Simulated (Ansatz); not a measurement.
# C₃H₈Al radical: a short trajectory

Aim: follow C₃H₈Al radical for 50 steps at constant energy (700 K) and see how far bonds stretch and how energy moves between motion and potential.

The runs use Ansatz 0.2.0, Gaussian basis; BLYP/def2-SVP.

### Step 1. Structure used throughout

The structure was relaxed beforehand with PBE0-D4 in a triple-zeta def2 set.

SMILES `[CH2][Al]([CH3])[CH3]`, 12 atoms, charge 0, spin multiplicity 2.

Atoms are counted from 1 here; the program's logs count them from 0.

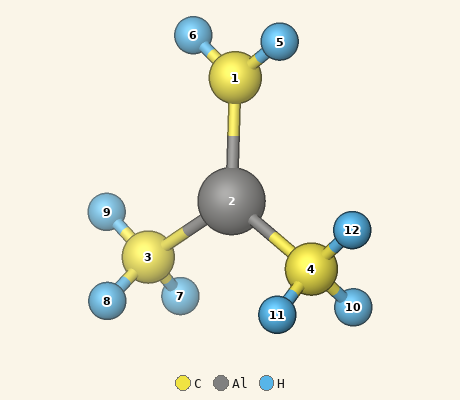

The structure; carbon yellow, aluminium grey, hydrogen blue; atoms are numbered from 1 in the order of the file.

### Step 2. Dynamics

Input file in.yaml:

```yaml
crystal:
  periodic: [false, false, false]
  atoms:
    - {symbol: C, position_ang: [-1.188045, 1.710998, -0.212770]}
    - {symbol: Al, position_ang: [-0.086588, 0.135169, -0.014122]}
    - {symbol: C, position_ang: [0.202645, -0.627961, 1.763437]}
    - {symbol: C, position_ang: [0.723888, -0.687067, -1.592984]}
    - {symbol: H, position_ang: [-1.400429, 2.196835, -1.165006]}
    - {symbol: H, position_ang: [-1.677045, 2.227258, 0.613226]}
    - {symbol: H, position_ang: [-0.170636, -1.656860, 1.814031]}
    - {symbol: H, position_ang: [1.270598, -0.680650, 2.001640]}
    - {symbol: H, position_ang: [-0.286801, -0.060127, 2.558616]}
    - {symbol: H, position_ang: [0.355214, -1.709232, -1.734363]}
    - {symbol: H, position_ang: [1.810658, -0.768971, -1.483196]}
    - {symbol: H, position_ang: [0.523640, -0.134792, -2.514507]}
basis:
  gaussian: {orbitals: def2-SVP}
magnetization: {spin_polarized: true, initial_magnetization: 1}
hamiltonian: {xc: {name: BLYP}}
md: {timestep: 0.5 fs, n_steps: 50, ensemble: nve, temperature: 700, initial_velocities: maxwell_boltzmann, seed: 471}
```

Command:

```sh
$ ansatz run in.yaml --threads 4 --pin off --events-out ev --progress --plain --max-ram 10444MiB
```

What it wrote:

```text
Functional definition: BLYP
  name "BLYP"
  cite "Becke, Phys. Rev. A 38, 3098 (1988) doi:10.1103/PhysRevA.38.3098"
  cite "Lee, Yang & Parr, Phys. Rev. B 37, 785 (1988) doi:10.1103/PhysRevB.37.785"
  parameter beta = 0.0042
  parameter a = 0.04918
  parameter b = 0.132
  parameter c = 0.2533
  parameter d = 0.349
  exchange = b88_x(beta = beta)
  correlation = lyp_c(a = a, b = b, c = c, d = d)
1131 factors; their error is unknown
mean field evaluation 1: about -9810.1325 eV, gradient 6.3e1 eV
mean field evaluation 2: about -9777.1963 eV, gradient 8.7e1 eV
mean field evaluation 4: about -9830.0461 eV, gradient 9.4e0 eV
mean field evaluation 8: about -9830.5427 eV, gradient 5.5e-2 eV
mean field evaluation 16: about -9830.4967 eV, gradient 4.5e-5 eV
mean field -9830.49669146 eV, -361.2640900613 hartree, gradient 4.5e-5 eV, S^2 0.752225; 0 other end points of the search recorded, 0 dependent functions left out
the calculation of the forces begins
reference -9830.49702564 eV, -361.2641023419 hartree; 20, 19 occupied and 80, 81 virtual orbitals, 1131 factors
md step     0: t =     0.00 fs  T =   700.0 K  F+E_penalty+E_count = -9830.49669146 eV  E_kin = 0.904820 eV  conserved = -9829.59187147 eV  (28 SCF iters)
these checks for a lower state are left out or cut short: starts, cluster_reference, orbital_swaps, neighbouring_geometries, increment
1131 factors; their error is unknown
mean field -9830.49150857 eV, -361.2638995935 hartree, gradient 1.6e-5 eV, S^2 0.752259; 0 other end points of the search recorded, 0 dependent functions left out
the calculation of the forces begins
reference -9830.49184290 eV, -361.2639118799 hartree; 20, 19 occupied and 80, 81 virtual orbitals, 1131 factors
md step     1: t =     0.50 fs  T =   696.0 K  F+E_penalty+E_count = -9830.49150857 eV  E_kin = 0.899708 eV  conserved = -9829.59180100 eV  (30 SCF iters)
these checks for a lower state are left out or cut short: starts, cluster_reference, orbital_swaps, neighbouring_geometries, increment
1131 factors; their error is unknown
mean field -9830.46701449 eV, -361.2629994525 hartree, gradient 1.7e-5 eV, S^2 0.752300; 0 other end points of the search recorded, 0 dependent functions left out
the calculation of the forces begins
reference -9830.46734903 eV, -361.2630117468 hartree; 20, 19 occupied and 80, 81 virtual orbitals, 1131 factors
md step     2: t =     1.00 fs  T =   677.4 K  F+E_penalty+E_count = -9830.46701449 eV  E_kin = 0.875575 eV  conserved = -9829.59143929 eV  (31 SCF iters)
[... from here on, the SCF cycles and remarks between the steps are left out ...]
md step     3: t =     1.50 fs  T =   648.2 K  F+E_penalty+E_count = -9830.42884841 eV  E_kin = 0.837882 eV  conserved = -9829.59096605 eV  (31 SCF iters)
md step     4: t =     2.00 fs  T =   614.1 K  F+E_penalty+E_count = -9830.38436218 eV  E_kin = 0.793765 eV  conserved = -9829.59059690 eV  (31 SCF iters)
md step     5: t =     2.50 fs  T =   579.4 K  F+E_penalty+E_count = -9830.33941930 eV  E_kin = 0.748978 eV  conserved = -9829.59044166 eV  (31 SCF iters)
md step     6: t =     3.00 fs  T =   546.4 K  F+E_penalty+E_count = -9830.29670531 eV  E_kin = 0.706252 eV  conserved = -9829.59045367 eV  (31 SCF iters)
md step     7: t =     3.50 fs  T =   515.1 K  F+E_penalty+E_count = -9830.25631005 eV  E_kin = 0.665809 eV  conserved = -9829.59050114 eV  (31 SCF iters)
md step     8: t =     4.00 fs  T =   485.2 K  F+E_penalty+E_count = -9830.21760340 eV  E_kin = 0.627122 eV  conserved = -9829.59048126 eV  (32 SCF iters)
md step     9: t =     4.50 fs  T =   456.8 K  F+E_penalty+E_count = -9830.18077917 eV  E_kin = 0.590400 eV  conserved = -9829.59037899 eV  (32 SCF iters)
md step    10: t =     5.00 fs  T =   430.8 K  F+E_penalty+E_count = -9830.14716509 eV  E_kin = 0.556916 eV  conserved = -9829.59024922 eV  (32 SCF iters)
md step    11: t =     5.50 fs  T =   408.7 K  F+E_penalty+E_count = -9830.11849662 eV  E_kin = 0.528335 eV  conserved = -9829.59016202 eV  (32 SCF iters)
md step    12: t =     6.00 fs  T =   391.3 K  F+E_penalty+E_count = -9830.09593291 eV  E_kin = 0.505778 eV  conserved = -9829.59015475 eV  (32 SCF iters)
md step    13: t =     6.50 fs  T =   378.5 K  F+E_penalty+E_count = -9830.07952503 eV  E_kin = 0.489312 eV  conserved = -9829.59021288 eV  (31 SCF iters)
md step    14: t =     7.00 fs  T =   369.9 K  F+E_penalty+E_count = -9830.06844140 eV  E_kin = 0.478161 eV  conserved = -9829.59027997 eV  (32 SCF iters)
md step    15: t =     7.50 fs  T =   364.8 K  F+E_penalty+E_count = -9830.06180529 eV  E_kin = 0.471515 eV  conserved = -9829.59029007 eV  (32 SCF iters)
md step    16: t =     8.00 fs  T =   363.2 K  F+E_penalty+E_count = -9830.05964744 eV  E_kin = 0.469436 eV  conserved = -9829.59021167 eV  (32 SCF iters)
md step    17: t =     8.50 fs  T =   366.1 K  F+E_penalty+E_count = -9830.06332058 eV  E_kin = 0.473240 eV  conserved = -9829.59008057 eV  (31 SCF iters)
md step    18: t =     9.00 fs  T =   375.1 K  F+E_penalty+E_count = -9830.07490313 eV  E_kin = 0.484906 eV  conserved = -9829.58999685 eV  (31 SCF iters)
md step    19: t =     9.50 fs  T =   391.1 K  F+E_penalty+E_count = -9830.09566972 eV  E_kin = 0.505596 eV  conserved = -9829.59007370 eV  (31 SCF iters)
md step    20: t =    10.00 fs  T =   413.2 K  F+E_penalty+E_count = -9830.12440656 eV  E_kin = 0.534046 eV  conserved = -9829.59036087 eV  (31 SCF iters)
md step    21: t =    10.50 fs  T =   437.8 K  F+E_penalty+E_count = -9830.15670395 eV  E_kin = 0.565911 eV  conserved = -9829.59079249 eV  (32 SCF iters)
md step    22: t =    11.00 fs  T =   460.1 K  F+E_penalty+E_count = -9830.18597297 eV  E_kin = 0.594768 eV  conserved = -9829.59120456 eV  (29 SCF iters)
md step    23: t =    11.50 fs  T =   475.4 K  F+E_penalty+E_count = -9830.20590332 eV  E_kin = 0.614480 eV  conserved = -9829.59142316 eV  (31 SCF iters)
md step    24: t =    12.00 fs  T =   480.9 K  F+E_penalty+E_count = -9830.21304822 eV  E_kin = 0.621676 eV  conserved = -9829.59137270 eV  (31 SCF iters)
md step    25: t =    12.50 fs  T =   477.2 K  F+E_penalty+E_count = -9830.20794952 eV  E_kin = 0.616821 eV  conserved = -9829.59112808 eV  (31 SCF iters)
md step    26: t =    13.00 fs  T =   466.7 K  F+E_penalty+E_count = -9830.19405965 eV  E_kin = 0.603198 eV  conserved = -9829.59086162 eV  (30 SCF iters)
md step    27: t =    13.50 fs  T =   452.2 K  F+E_penalty+E_count = -9830.17524368 eV  E_kin = 0.584527 eV  conserved = -9829.59071635 eV  (31 SCF iters)
md step    28: t =    14.00 fs  T =   435.5 K  F+E_penalty+E_count = -9830.15368112 eV  E_kin = 0.562970 eV  conserved = -9829.59071078 eV  (31 SCF iters)
md step    29: t =    14.50 fs  T =   416.8 K  F+E_penalty+E_count = -9830.12953807 eV  E_kin = 0.538784 eV  conserved = -9829.59075430 eV  (31 SCF iters)
md step    30: t =    15.00 fs  T =   395.7 K  F+E_penalty+E_count = -9830.10222504 eV  E_kin = 0.511482 eV  conserved = -9829.59074267 eV  (32 SCF iters)
md step    31: t =    15.50 fs  T =   372.3 K  F+E_penalty+E_count = -9830.07190385 eV  E_kin = 0.481266 eV  conserved = -9829.59063753 eV  (32 SCF iters)
md step    32: t =    16.00 fs  T =   347.8 K  F+E_penalty+E_count = -9830.04008372 eV  E_kin = 0.449608 eV  conserved = -9829.59047566 eV  (31 SCF iters)
md step    33: t =    16.50 fs  T =   324.0 K  F+E_penalty+E_count = -9830.00912626 eV  E_kin = 0.418800 eV  conserved = -9829.59032607 eV  (32 SCF iters)
md step    34: t =    17.00 fs  T =   302.5 K  F+E_penalty+E_count = -9829.98125189 eV  E_kin = 0.391011 eV  conserved = -9829.59024077 eV  (31 SCF iters)
md step    35: t =    17.50 fs  T =   284.3 K  F+E_penalty+E_count = -9829.95777551 eV  E_kin = 0.367549 eV  conserved = -9829.59022665 eV  (32 SCF iters)
md step    36: t =    18.00 fs  T =   269.8 K  F+E_penalty+E_count = -9829.93899712 eV  E_kin = 0.348750 eV  conserved = -9829.59024678 eV  (32 SCF iters)
md step    37: t =    18.50 fs  T =   258.8 K  F+E_penalty+E_count = -9829.92473881 eV  E_kin = 0.334493 eV  conserved = -9829.59024532 eV  (32 SCF iters)
md step    38: t =    19.00 fs  T =   251.4 K  F+E_penalty+E_count = -9829.91515014 eV  E_kin = 0.324963 eV  conserved = -9829.59018686 eV  (31 SCF iters)
md step    39: t =    19.50 fs  T =   248.4 K  F+E_penalty+E_count = -9829.91119979 eV  E_kin = 0.321110 eV  conserved = -9829.59008989 eV  (31 SCF iters)
md step    40: t =    20.00 fs  T =   250.9 K  F+E_penalty+E_count = -9829.91436559 eV  E_kin = 0.324334 eV  conserved = -9829.59003145 eV  (32 SCF iters)
md step    41: t =    20.50 fs  T =   259.5 K  F+E_penalty+E_count = -9829.92548776 eV  E_kin = 0.335382 eV  conserved = -9829.59010553 eV  (31 SCF iters)
md step    42: t =    21.00 fs  T =   273.1 K  F+E_penalty+E_count = -9829.94342044 eV  E_kin = 0.353070 eV  conserved = -9829.59035006 eV  (31 SCF iters)
md step    43: t =    21.50 fs  T =   289.2 K  F+E_penalty+E_count = -9829.96455199 eV  E_kin = 0.373862 eV  conserved = -9829.59068993 eV  (31 SCF iters)
md step    44: t =    22.00 fs  T =   304.1 K  F+E_penalty+E_count = -9829.98398657 eV  E_kin = 0.393035 eV  conserved = -9829.59095204 eV  (32 SCF iters)
md step    45: t =    22.50 fs  T =   315.0 K  F+E_penalty+E_count = -9829.99811437 eV  E_kin = 0.407148 eV  conserved = -9829.59096621 eV  (31 SCF iters)
md step    46: t =    23.00 fs  T =   322.1 K  F+E_penalty+E_count = -9830.00705230 eV  E_kin = 0.416353 eV  conserved = -9829.59069972 eV  (31 SCF iters)
md step    47: t =    23.50 fs  T =   328.6 K  F+E_penalty+E_count = -9830.01501553 eV  E_kin = 0.424698 eV  conserved = -9829.59031778 eV  (32 SCF iters)
md step    48: t =    24.00 fs  T =   338.6 K  F+E_penalty+E_count = -9830.02781720 eV  E_kin = 0.437729 eV  conserved = -9829.59008848 eV  (31 SCF iters)
md step    49: t =    24.50 fs  T =   354.9 K  F+E_penalty+E_count = -9830.04892913 eV  E_kin = 0.458745 eV  conserved = -9829.59018381 eV  (32 SCF iters)
these checks for a lower state are left out or cut short: starts, cluster_reference, orbital_swaps, neighbouring_geometries, increment
1131 factors; their error is unknown
mean field -9830.07696834 eV, -361.2486655211 hartree, gradient 2.1e-5 eV, S^2 0.752700; 0 other end points of the search recorded, 0 dependent functions left out
the calculation of the forces begins
reference -9830.07730930 eV, -361.2486780512 hartree; 20, 19 occupied and 80, 81 virtual orbitals, 1131 factors
1131 factors; their error is unknown
mean field evaluation 416: about -9830.1224 eV, gradient 2.8e-1 eV
mean field -9830.07696834 eV, -361.2486655211 hartree, gradient 2.1e-5 eV, S^2 0.752700; 1 other end points of the search recorded, 0 dependent functions left out
the calculation of the forces begins
reference -9830.07730930 eV, -361.2486780512 hartree; 20, 19 occupied and 80, 81 virtual orbitals, 1131 factors
md step    50: t =    25.00 fs  T =   376.3 K  F+E_penalty+E_count = -9830.07696834 eV  E_kin = 0.486417 eV  conserved = -9829.59055116 eV  (31 SCF iters)
Total energy: -9830.07730930 eV, -361.2486780512 hartree
Atom 0 at    -1.367908     1.745347    -0.118410 Å, force     0.431466     0.068614     0.628883 eV/Å
Atom 1 at     0.015794     0.253962    -0.045229 Å, force    -0.394175    -0.385261    -0.240218 eV/Å
Atom 2 at     0.162106    -0.670783     1.742671 Å, force    -0.183573     0.528299     0.627560 eV/Å
Atom 3 at     0.792713    -0.874928    -1.653506 Å, force     0.409121     1.159787     3.097001 eV/Å
Atom 4 at    -1.771923     2.270228    -1.016993 Å, force     0.098441    -0.189099     0.198008 eV/Å
Atom 5 at    -1.737241     2.244592     0.847156 Å, force     0.314742    -0.532246    -0.926001 eV/Å
Atom 6 at    -0.359805    -1.646876     1.672437 Å, force     0.014811    -0.240977    -0.213836 eV/Å
Atom 7 at     1.179747    -0.900352     2.147398 Å, force    -0.145259     0.075355    -0.264274 eV/Å
Atom 8 at    -0.391474    -0.156227     2.586641 Å, force     0.342551    -0.034898    -0.528999 eV/Å
Atom 9 at     0.087597    -1.681571    -1.518918 Å, force    -0.416951    -1.089358    -0.193588 eV/Å
Atom 10 at     1.840684    -1.181961    -1.377027 Å, force    -0.605580     0.081288    -0.537413 eV/Å
Atom 11 at     0.643259    -0.374706    -2.573343 Å, force     0.134405     0.558494    -1.647123 eV/Å
Dipole moment:     0.012974     0.101767    -0.010872 e Å
```

It took 57 s on 4 threads of Arm Neoverse V2, shared host.

### Step 3. The trajectory

One row in 4; energies are counted from the first frame:

| time (fs) | T (K) | potential (meV) | conserved (meV) | Al2–C4 (Å) |
| --- | --- | --- | --- | --- |
| 0.0 | 700 | 0.0 | 0.00 | 1.956 |
| 2.0 | 614 | 112.3 | 1.27 | 1.953 |
| 4.0 | 485 | 279.1 | 1.39 | 1.951 |
| 6.0 | 391 | 400.8 | 1.72 | 1.956 |
| 8.0 | 363 | 437.0 | 1.66 | 1.973 |
| 10.0 | 413 | 372.3 | 1.51 | 1.998 |
| 12.0 | 481 | 283.6 | 0.50 | 2.026 |
| 14.0 | 436 | 343.0 | 1.16 | 2.053 |
| 16.0 | 348 | 456.6 | 1.40 | 2.077 |
| 18.0 | 270 | 557.7 | 1.62 | 2.097 |
| 20.0 | 251 | 582.3 | 1.84 | 2.113 |
| 22.0 | 304 | 512.7 | 0.92 | 2.120 |
| 24.0 | 339 | 468.9 | 1.78 | 2.118 |

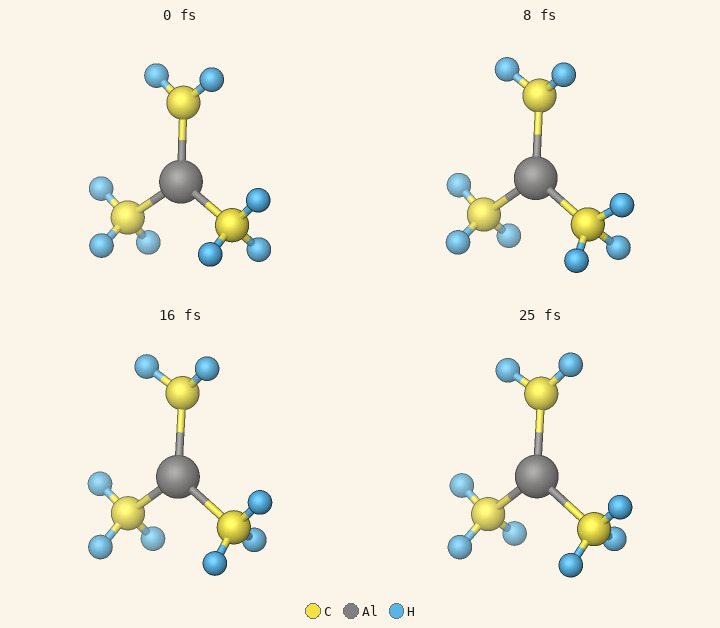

Four frames; sticks are those of the first frame.

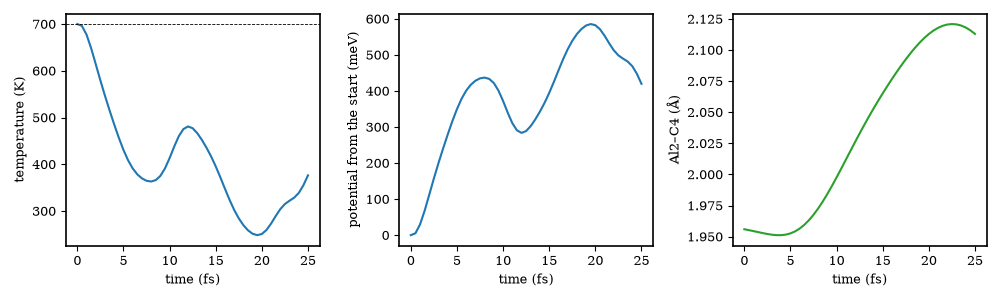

Temperature (the set value dashed), potential energy and the bond that swings most.

Positions (Å) and forces (eV/Å) at 25.0 fs:

```xyz
12

C    -1.368    1.745   -0.118    0.431    0.069    0.629
Al    0.016    0.254   -0.045   -0.394   -0.385   -0.240
C     0.162   -0.671    1.743   -0.184    0.528    0.628
C     0.793   -0.875   -1.654    0.409    1.160    3.097
H    -1.772    2.270   -1.017    0.098   -0.189    0.198
H    -1.737    2.245    0.847    0.315   -0.532   -0.926
H    -0.360   -1.647    1.672    0.015   -0.241   -0.214
H     1.180   -0.900    2.147   -0.145    0.075   -0.264
H    -0.391   -0.156    2.587    0.343   -0.035   -0.529
H     0.088   -1.682   -1.519   -0.417   -1.089   -0.194
H     1.841   -1.182   -1.377   -0.606    0.081   -0.537
H     0.643   -0.375   -2.573    0.134    0.558   -1.647
```

### Step 4. Outcome

| quantity | value |
| --- | --- |
| length | 50 steps of 0.5 fs |
| temperature, first and last frame | 700, 376 K |
| temperature, second half | mean 335 K, from 248 to 477 K |
| swing of the potential | 585 meV |
| largest change of the conserved energy | 1.87 meV |
| range of Al2–C4 | 1.951 to 2.121 Å |

In words: From 700 K at the start the temperature swings between 248 and 700 K: with 12 atoms it has no steady value yet; starting near a minimum, about half of the kinetic energy flows into the potential. The conserved energy moves by 1.87 meV, 0.3 % of the potential's swing, so the step is short enough for this stretch. Al2–C4 swings most, by 0.17 Å; no bond breaks. A run of 25 fs gives no averages.
